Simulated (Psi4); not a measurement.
**wB97X-V/aug-cc-pVTZ run of NO+ (nitrosonium)**

Aim: the vertical singlet–triplet gap of NO+ (nitrosonium) at wB97X-V/aug-cc-pVTZ, from 2 runs. 

The results are computed with Psi4 1.11.

2 further runs of the same task are left out: 2 set aside as unsound or not needed.

**1. The molecule**

NO+ has 2 atoms, charge +1, and is taken as a singlet. SMILES: `N#[O+]`. The bond length is the measured one.

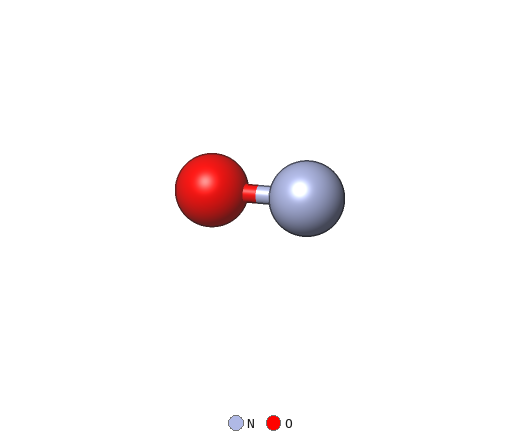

Viewed from a chosen angle; nitrogen light blue, oxygen red.

**2. The energy at wB97X-V/aug-cc-pVTZ**

calc.py reads:

```python
import psi4

psi4.set_memory(1600000000)
psi4.set_num_threads(1)
psi4.set_output_file('run.log', False)

mol = psi4.geometry("""
1 1
N
O 1 1.06322
symmetry c1
no_reorient
no_com
""")

psi4.set_options({
    'basis': 'aug-cc-pVTZ',
    'puream': True,
    'e_convergence': 1e-09,
    'd_convergence': 1e-08,
    'scf_type': 'pk',
    'dft_radial_points': 99,
    'dft_spherical_points': 590,
})

e_tot, wfn = psi4.energy('wb97x-v', molecule=mol, return_wfn=True)
print('E =', round(e_tot, 9))
```

Launch:

```sh
$ python calc.py
```

run.log:

```text
[...]
  Running in c1 symmetry.
[...]
  Nuclear repulsion =   27.871864522413055
[...]
  Multiplicity = 1
[...]
  Nalpha       = 7
  Nbeta        = 7
[...]
    Number of basis functions: 92
[...]
   @RKS iter   1:  -129.52131464341511   -2.21648e-03   2.56371e-03 DIIS/ADIIS
[...]
   @RKS iter   9:  -129.55299831305155   -1.81899e-12   1.77131e-09 DIIS
[...]
    Orbital Energies [Eh]
    ---------------------
    Doubly Occupied:
       1A    -19.848445     2A    -15.047107     3A     -1.902449
       4A     -1.211628     5A     -1.093089     6A     -1.093089
       7A     -1.028288
[...]
  @RKS Final Energy:  -129.55299831305155
   => Energetics <=
    Nuclear Repulsion Energy =             27.8718645224130555
    One-Electron Energy =                -225.1375417326022443
    Two-Electron Energy =                  78.4020736001100147
    DFT Exchange-Correlation Energy =     -10.7494082565547782
    Empirical Dispersion Energy =           0.0000000000000000
    VV10 Nonlocal Energy =                  0.0600135535823821
    Total Energy =                       -129.5529983130515461
[...]
 Multipole Moments:
 ------------------------------------------------------------------------------------
     Multipole            Electronic (a.u.)      Nuclear  (a.u.)        Total (a.u.)
 ------------------------------------------------------------------------------------
 L = 1.  Multiply by 2.5417464519 to convert [e a0] to [Debye]
 Dipole X            :         -0.0000000            0.0000000           -0.0000000
 Dipole Y            :         -0.0000000            0.0000000           -0.0000000
 Dipole Z            :         -0.1609715            0.0040314           -0.1569401
 Magnitude           :                                                    0.1569401
[...]
```

On the terminal:

```text
E = -129.552998313
```

It took 13 s on 1 thread of Intel Xeon Platinum 8375C at 2.90GHz (Ice Lake), shared host; peak memory 0.73 GiB.

**3. The triplet, same level**

no.json reads:

```json
{
  "schema_name": "qcschema_input",
  "schema_version": 1,
  "molecule": {
    "schema_name": "qcschema_molecule",
    "schema_version": 2,
    "symbols": ["N", "O"],
    "geometry": [0.0, 0.0, 0.0, 0.0, 0.0, 2.00919461],
    "molecular_charge": 1,
    "molecular_multiplicity": 3,
    "fix_symmetry": "c1"
  },
  "driver": "energy",
  "model": {
    "method": "wb97x-v",
    "basis": "aug-cc-pVTZ"
  },
  "keywords": {
    "reference": "uks",
    "puream": true,
    "e_convergence": 1e-09,
    "d_convergence": 1e-08,
    "scf_type": "pk",
    "dft_radial_points": 99,
    "dft_spherical_points": 590,
    "maxiter": 100
  }
}
```

Launch:

```sh
$ psi4 --qcschema no.json -n 1 --memory 1600MB
```

stdout:

```text
[...]
  Running in c1 symmetry.
[...]
  Nuclear repulsion =   27.871864537801041
[...]
  Multiplicity = 3
[...]
  Nalpha       = 8
  Nbeta        = 6
[...]
    Number of basis functions: 92
[...]
   @UKS iter   1:  -129.21802377562071    3.01074e-01   3.14400e-03 DIIS/ADIIS
[...]
   @UKS iter  13:  -129.26442706942501   -1.41540e-11   6.61647e-09 DIIS
[...]
   @S^2 Observed:                2.010455506E+00
[...]
    Orbital Energies [Eh]
    ---------------------
    Alpha Occupied:
       1A    -19.809634     2A    -15.056588     3A     -1.888836
       4A     -1.253978     5A     -1.118161     6A     -1.101328
       7A     -1.083630     8A     -0.732036
    Alpha Virtual:
       9A     -0.397087    10A     -0.122772    11A     -0.085136
      12A     -0.079467    13A     -0.077723    14A     -0.012785
      15A      0.007943    16A      0.008361    17A      0.085398
      18A      0.130763    19A      0.131113    20A      0.191066
      21A      0.268717    22A      0.270232    23A      0.313224
      24A      0.314788    25A      0.315944    26A      0.352619
[...]
  @UKS Final Energy:  -129.26442706942501
   => Energetics <=
    Nuclear Repulsion Energy =             27.8718645378010415
    One-Electron Energy =                -225.0706157590035446
    Two-Electron Energy =                  78.6698391121568079
    DFT Exchange-Correlation Energy =     -10.7954937510975828
    Empirical Dispersion Energy =           0.0000000000000000
    VV10 Nonlocal Energy =                  0.0599787907182891
    Total Energy =                       -129.2644270694250110
[...]
 Multipole Moments:
 ------------------------------------------------------------------------------------
     Multipole            Electronic (a.u.)      Nuclear  (a.u.)        Total (a.u.)
 ------------------------------------------------------------------------------------
 L = 1.  Multiply by 2.5417464519 to convert [e a0] to [Debye]
 Dipole X            :         -0.0000000            0.0000000           -0.0000000
 Dipole Y            :         -0.0000000            0.0000000           -0.0000000
 Dipole Z            :         -0.5956228            0.0040314           -0.5915915
 Magnitude           :                                                    0.5915915
[...]
```

The result, in JSON:

```text
{
 "driver": "energy",
 "model": {
  "method": "wb97x-v",
  "basis": "aug-cc-pVTZ"
 },
 "success": true,
 "return_result": -129.264427069425,
 "properties": {
  "calcinfo_nbasis": 92,
  "calcinfo_nmo": 92,
  "calcinfo_nalpha": 8,
  "calcinfo_nbeta": 6,
  "calcinfo_natom": 2,
  "nuclear_repulsion_energy": 27.87186453780104,
  "return_energy": -129.264427069425,
  "scf_one_electron_energy": -225.07061575900354,
  "scf_two_electron_energy": 78.66983911215681,
  "scf_vv10_energy": 0.059978790718289064,
  "scf_xc_energy": -10.795493751097583,
  "scf_dipole_moment": [-1.2662373554108612e-15, -2.4748397724705986e-15, -0.5915914804544979],
  "scf_total_energy": -129.264427069425,
  "scf_iterations": 13
 }
}
```

It took 22 s on 1 thread of Intel Xeon Platinum 8375C at 2.90GHz (Ice Lake), shared host; peak memory 0.73 GiB.

**4. Summary of results**

At wB97X-V/aug-cc-pVTZ:

| quantity | value |
| --- | --- |
| singlet: total energy | -129.55300 Eh |
| singlet: HOMO energy | -27.98 eV |
| singlet: LUMO energy | -10.29 eV |
| singlet: HOMO–LUMO gap | 17.69 eV |
| triplet: total energy | -129.26443 Eh |
| triplet: HOMO energy (highest over α and β) | -19.92 eV |
| triplet: LUMO energy (lowest over α and β) | -17.94 eV |
| triplet: ⟨S²⟩ | 2.010 |
| vertical energy of the triplet above the singlet | 7.852 eV |

In words: At this shape the triplet lies 7.85 eV (758 kJ/mol) above the singlet.
